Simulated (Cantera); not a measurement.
Input: 1 mol Fe2O3, 0.029 mol HCl, 0.019 mol O2, at 2480 Torr.

Cantera equilibrium calculation (NASA polynomials, part measured and part estimated; ideal gas, pure solids and liquids). Candidate condensed phases: Fe, FeCl2, FeCl3, FeO, Fe(OH)2, Fe(OH)3, Fe2O3, Fe3O4, H2O; 22 gas species. Condensed phases not in the tables: FeOCl. Kinetics and transport are ignored.

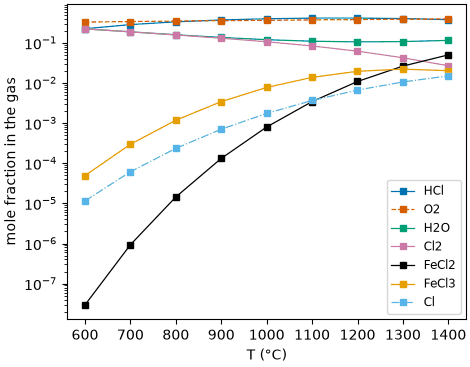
*Equilibrium gas composition (values under 1e-9 drawn at 1e-9)*

From 600 °C to 1400 °C the condensed part is Fe2O3(s). The main Fe-bearing gas is FeCl3 at 600 °C and FeCl2 at 1400 °C.
